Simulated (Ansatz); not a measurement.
# Geometry relaxation of C2H7Ga (part 1 of 2)

- system: C2H7Ga
- method: RKS PBE0-D4/def2-TZVP (Ansatz 0.2.0)

The geometry is a transition state displaced along its imaginary mode. The reaction was set up to form C2–H3 and to break Ga1–C2 and Ga1–H3 (atoms counted from 1 in the order of the input); sticks are drawn by distance alone. Figures and captions count atoms from 1; the log counts them from 0 in places.

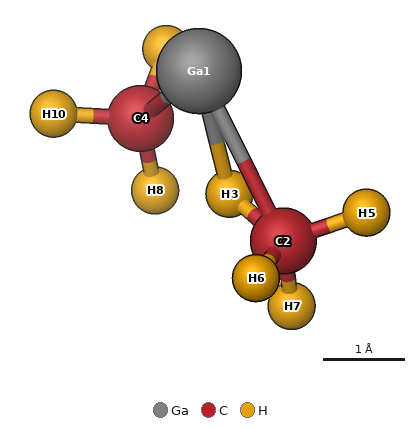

The starting structure (ball-and-stick view, seen at a tilt; atoms are numbered from 1 in the order of the input). Sticks mark near contacts. Bond lengths as drawn: C–Ga 2.23 to 2.38 Å, C–H 1.07 to 1.12 Å and Ga–H 1.85 Å.

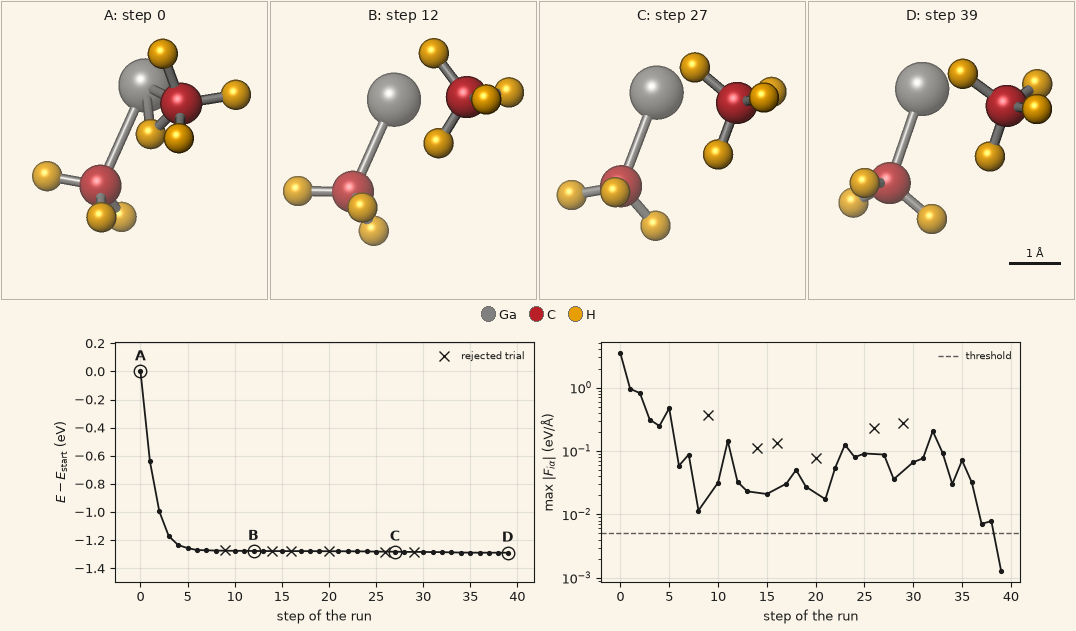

Frames of the relaxation (ball-and-stick view, seen at a tilt) above the curves, on which the letters mark them (the first geometry is step 0 here and step 1 in the log).

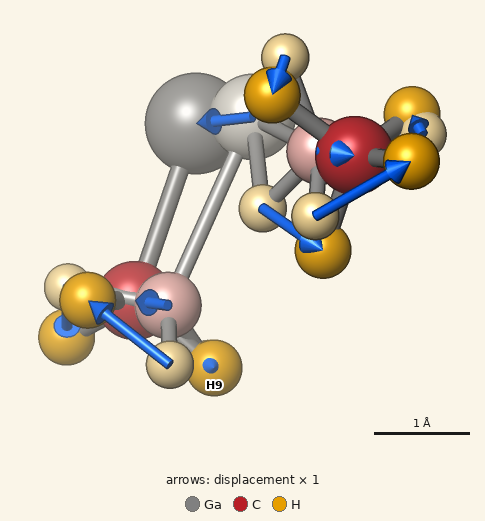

Start (faint) and end (solid) with the displacements as blue arrows, at true length (ball-and-stick view, seen at a tilt). The two geometries are laid on each other by the best rigid fit. The largest move after the best rigid fit is that of H7, 1.27 Å. By element the largest moves are H 1.27 Å, Ga 0.76 Å, C 0.57 Å. Distances before and after: Ga1–H3 1.852 → 3.424 Å, Ga1–C2 2.384 → 3.570 Å, Ga1–C4 2.232 → 2.037 Å, C2–H6 1.124 → 1.090 Å. Among the angles that change: Ga1–C4–H8 132.7° → 111.4°, H3–C2–H7 95.7° → 109.4°, H3–C2–H6 121.6° → 109.7°. The energy falls by 1.289 eV in 39 geometry steps. The largest force component goes from 3.5 to 0.0013 eV/Å. The line search rejected the trial steps at points 9, 14, 16, 20, 26, 29 (counted from 0) and went back. (Atoms are counted from 1 in the order of the input.)

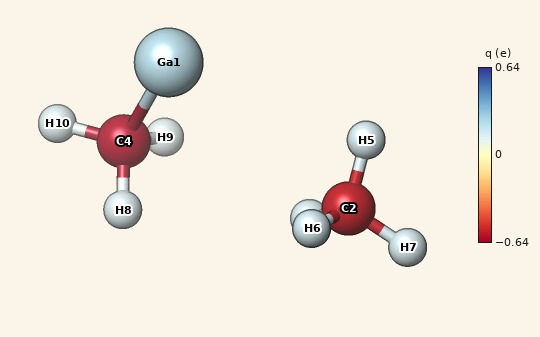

Mulliken charges, as the colour of each atom (ball-and-stick view, seen at a tilt; atoms are numbered from 1 in the order of the input). By element: Ga +0.21, C −0.61 to −0.56 and H +0.13 to +0.15 e.

The input and output of the run follow.

Input file:
```yaml
crystal:
  periodic: [false, false, false]
  atoms:
    - {symbol: Ga, position_ang: [0.387925, 0.331861, 1.660457]}
    - {symbol: C, position_ang: [0.418838, 1.197095, -0.561284]}
    - {symbol: H, position_ang: [0.080349, 0.249289, -0.163513]}
    - {symbol: C, position_ang: [-0.490626, -1.327241, 0.453546]}
    - {symbol: H, position_ang: [-0.106021, 2.146837, -0.314705]}
    - {symbol: H, position_ang: [1.505617, 1.483349, -0.554884]}
    - {symbol: H, position_ang: [0.177856, 0.975774, -1.581018]}
    - {symbol: H, position_ang: [-0.695195, -1.443623, -0.633139]}
    - {symbol: H, position_ang: [-1.448488, -1.461774, 0.962026]}
    - {symbol: H, position_ang: [0.169645, -2.151466, 0.732614]}
basis:
  gaussian: {orbitals: def2-TZVP}
hamiltonian: {xc: pbe0, dispersion: d4}
relax: {f_tol: 0.005, max_steps: 200}
```

Launch command:
```bash
ansatz run in.yaml --threads 4 --pin off --events-out ev --progress --plain --max-ram 9574MiB
```

Log:
```
Functional definition: PBE0
  name "PBE0"
  cite "Adamo & Barone, J. Chem. Phys. 110, 6158 (1999) doi:10.1063/1.478522"
  cite "Perdew, Burke & Ernzerhof, Phys. Rev. Lett. 77, 3865 (1996) doi:10.1103/PhysRevLett.77.3865"
  parent pbe
  parameter a = 0.25
  parameter kappa = 0.804
  parameter beta = 0.06672455060314922
  exchange = (1 - a)*pbe_x(kappa = kappa, mu = beta*pi^2/3) + a*exact_x
  correlation = pbe_c(beta = beta)
1081 factors; their error is unknown
mean field evaluation 1: about -54543.7822 eV, gradient 7.1e1 eV
mean field evaluation 2: about -54528.0292 eV, gradient 9.6e1 eV
mean field evaluation 4: about -54555.2860 eV, gradient 6.1e0 eV
mean field evaluation 8: about -54555.3695 eV, gradient 2.7e-1 eV
mean field evaluation 16: about -54555.5480 eV, gradient 2.0e-4 eV
mean field -54555.54803435 eV, -2004.8794111838 hartree, gradient 4.8e-5 eV, S^2 0.000000; 0 other end points of the search recorded, 0 dependent functions left out
the calculation of the forces begins
reference -54555.54806338 eV, -2004.8794122505 hartree; 25, 25 occupied and 127, 127 virtual orbitals, 1081 factors
relax step   1: F+E_penalty+E_count = -54555.68338552 eV  Δ(F+E_penalty+E_count) = +0.000e0 eV  max|allowed force component| = 3.478e0 eV/Å  Δτ_max = 0.0000 Å  (28 SCF iters, accepted)
these checks for a lower state are left out or cut short: starts, cluster_reference, orbital_swaps, neighbouring_geometries, increment
1081 factors; their error is unknown
mean field -54556.18985642 eV, -2004.9029977097 hartree, gradient 4.5e-6 eV, S^2 0.000000; 0 other end points of the search recorded, 0 dependent functions left out
[... from here on the field's lines of each further geometry are left out, up to the last ...]
relax step   2: F+E_penalty+E_count = -54556.32203996 eV  Δ(F+E_penalty+E_count) = -6.387e-1 eV  max|allowed force component| = 9.550e-1 eV/Å  Δτ_max = 0.1988 Å  (29 SCF iters, accepted)
relax step   3: F+E_penalty+E_count = -54556.67926706 eV  Δ(F+E_penalty+E_count) = -3.572e-1 eV  max|allowed force component| = 8.200e-1 eV/Å  Δτ_max = 0.1945 Å  (29 SCF iters, accepted)
relax step   4: F+E_penalty+E_count = -54556.85415087 eV  Δ(F+E_penalty+E_count) = -1.749e-1 eV  max|allowed force component| = 3.133e-1 eV/Å  Δτ_max = 0.1948 Å  (29 SCF iters, accepted)
relax step   5: F+E_penalty+E_count = -54556.91800569 eV  Δ(F+E_penalty+E_count) = -6.385e-2 eV  max|allowed force component| = 2.487e-1 eV/Å  Δτ_max = 0.1926 Å  (29 SCF iters, accepted)
relax step   6: F+E_penalty+E_count = -54556.93938009 eV  Δ(F+E_penalty+E_count) = -2.137e-2 eV  max|allowed force component| = 4.724e-1 eV/Å  Δτ_max = 0.1910 Å  (29 SCF iters, accepted)
relax step   7: F+E_penalty+E_count = -54556.95345585 eV  Δ(F+E_penalty+E_count) = -1.408e-2 eV  max|allowed force component| = 5.867e-2 eV/Å  Δτ_max = 0.1950 Å  (29 SCF iters, accepted)
relax step   8: F+E_penalty+E_count = -54556.95493602 eV  Δ(F+E_penalty+E_count) = -1.480e-3 eV  max|allowed force component| = 8.781e-2 eV/Å  Δτ_max = 0.0821 Å  (30 SCF iters, accepted)
relax step   9: F+E_penalty+E_count = -54556.95723270 eV  Δ(F+E_penalty+E_count) = -2.297e-3 eV  max|allowed force component| = 1.152e-2 eV/Å  Δτ_max = 0.0754 Å  (29 SCF iters, accepted)
relax step  10: F+E_penalty+E_count = -54556.95468524 eV  Δ(F+E_penalty+E_count) = +2.547e-3 eV  max|allowed force component| = 3.693e-1 eV/Å  Δτ_max = 0.1848 Å  (29 SCF iters, rejected (line search))
relax step  11: F+E_penalty+E_count = -54556.95880363 eV  Δ(F+E_penalty+E_count) = -1.571e-3 eV  max|allowed force component| = 3.163e-2 eV/Å  Δτ_max = 0.0899 Å  (29 SCF iters, accepted)
relax step  12: F+E_penalty+E_count = -54556.95914815 eV  Δ(F+E_penalty+E_count) = -3.445e-4 eV  max|allowed force component| = 1.441e-1 eV/Å  Δτ_max = 0.0976 Å  (30 SCF iters, accepted)
relax step  13: F+E_penalty+E_count = -54556.96003709 eV  Δ(F+E_penalty+E_count) = -8.889e-4 eV  max|allowed force component| = 3.260e-2 eV/Å  Δτ_max = 0.0169 Å  (30 SCF iters, accepted)
relax step  14: F+E_penalty+E_count = -54556.96038047 eV  Δ(F+E_penalty+E_count) = -3.434e-4 eV  max|allowed force component| = 2.310e-2 eV/Å  Δτ_max = 0.0376 Å  (29 SCF iters, accepted)
relax step  15: F+E_penalty+E_count = -54556.96035563 eV  Δ(F+E_penalty+E_count) = +2.484e-5 eV  max|allowed force component| = 1.109e-1 eV/Å  Δτ_max = 0.0965 Å  (29 SCF iters, rejected (line search))
relax step  16: F+E_penalty+E_count = -54556.96071372 eV  Δ(F+E_penalty+E_count) = -3.332e-4 eV  max|allowed force component| = 2.098e-2 eV/Å  Δτ_max = 0.0459 Å  (30 SCF iters, accepted)
relax step  17: F+E_penalty+E_count = -54556.96027706 eV  Δ(F+E_penalty+E_count) = +4.367e-4 eV  max|allowed force component| = 1.331e-1 eV/Å  Δτ_max = 0.0869 Å  (29 SCF iters, rejected (line search))
relax step  18: F+E_penalty+E_count = -54556.96098173 eV  Δ(F+E_penalty+E_count) = -2.680e-4 eV  max|allowed force component| = 3.054e-2 eV/Å  Δτ_max = 0.0406 Å  (29 SCF iters, accepted)
relax step  19: F+E_penalty+E_count = -54556.96110151 eV  Δ(F+E_penalty+E_count) = -1.198e-4 eV  max|allowed force component| = 5.037e-2 eV/Å  Δτ_max = 0.0477 Å  (29 SCF iters, accepted)
relax step  20: F+E_penalty+E_count = -54556.96160750 eV  Δ(F+E_penalty+E_count) = -5.060e-4 eV  max|allowed force component| = 2.737e-2 eV/Å  Δτ_max = 0.0620 Å  (30 SCF iters, accepted)
relax step  21: F+E_penalty+E_count = -54556.96155909 eV  Δ(F+E_penalty+E_count) = +4.840e-5 eV  max|allowed force component| = 7.884e-2 eV/Å  Δτ_max = 0.0558 Å  (30 SCF iters, rejected (line search))
relax step  22: F+E_penalty+E_count = -54556.96191297 eV  Δ(F+E_penalty+E_count) = -3.055e-4 eV  max|allowed force component| = 1.737e-2 eV/Å  Δτ_max = 0.0269 Å  (30 SCF iters, accepted)
relax step  23: F+E_penalty+E_count = -54556.96227318 eV  Δ(F+E_penalty+E_count) = -3.602e-4 eV  max|allowed force component| = 5.419e-2 eV/Å  Δτ_max = 0.0550 Å  (30 SCF iters, accepted)
relax step  24: F+E_penalty+E_count = -54556.96238437 eV  Δ(F+E_penalty+E_count) = -1.112e-4 eV  max|allowed force component| = 1.257e-1 eV/Å  Δτ_max = 0.0677 Å  (29 SCF iters, accepted)
relax step  25: F+E_penalty+E_count = -54556.96321259 eV  Δ(F+E_penalty+E_count) = -8.282e-4 eV  max|allowed force component| = 7.985e-2 eV/Å  Δτ_max = 0.0372 Å  (29 SCF iters, accepted)
relax step  26: F+E_penalty+E_count = -54556.96436671 eV  Δ(F+E_penalty+E_count) = -1.154e-3 eV  max|allowed force component| = 9.129e-2 eV/Å  Δτ_max = 0.0979 Å  (29 SCF iters, accepted)
relax step  27: F+E_penalty+E_count = -54556.96381718 eV  Δ(F+E_penalty+E_count) = +5.495e-4 eV  max|allowed force component| = 2.275e-1 eV/Å  Δτ_max = 0.1040 Å  (29 SCF iters, rejected (line search))
relax step  28: F+E_penalty+E_count = -54556.96493344 eV  Δ(F+E_penalty+E_count) = -5.667e-4 eV  max|allowed force component| = 8.794e-2 eV/Å  Δτ_max = 0.0520 Å  (30 SCF iters, accepted)
relax step  29: F+E_penalty+E_count = -54556.96644068 eV  Δ(F+E_penalty+E_count) = -1.507e-3 eV  max|allowed force component| = 3.588e-2 eV/Å  Δτ_max = 0.0753 Å  (30 SCF iters, accepted)
relax step  30: F+E_penalty+E_count = -54556.96484045 eV  Δ(F+E_penalty+E_count) = +1.600e-3 eV  max|allowed force component| = 2.736e-1 eV/Å  Δτ_max = 0.1468 Å  (29 SCF iters, rejected (line search))
relax step  31: F+E_penalty+E_count = -54556.96664181 eV  Δ(F+E_penalty+E_count) = -2.011e-4 eV  max|allowed force component| = 6.664e-2 eV/Å  Δτ_max = 0.0363 Å  (31 SCF iters, accepted)
relax step  32: F+E_penalty+E_count = -54556.96786504 eV  Δ(F+E_penalty+E_count) = -1.223e-3 eV  max|allowed force component| = 7.663e-2 eV/Å  Δτ_max = 0.0733 Å  (30 SCF iters, accepted)
relax step  33: F+E_penalty+E_count = -54556.96801248 eV  Δ(F+E_penalty+E_count) = -1.474e-4 eV  max|allowed force component| = 2.057e-1 eV/Å  Δτ_max = 0.1100 Å  (29 SCF iters, accepted)
relax step  34: F+E_penalty+E_count = -54556.96999589 eV  Δ(F+E_penalty+E_count) = -1.983e-3 eV  max|allowed force component| = 9.404e-2 eV/Å  Δτ_max = 0.0482 Å  (29 SCF iters, accepted)
relax step  35: F+E_penalty+E_count = -54556.97112643 eV  Δ(F+E_penalty+E_count) = -1.131e-3 eV  max|allowed force component| = 3.003e-2 eV/Å  Δτ_max = 0.0590 Å  (30 SCF iters, accepted)
relax step  36: F+E_penalty+E_count = -54556.97172753 eV  Δ(F+E_penalty+E_count) = -6.011e-4 eV  max|allowed force component| = 7.104e-2 eV/Å  Δτ_max = 0.1082 Å  (29 SCF iters, accepted)
```
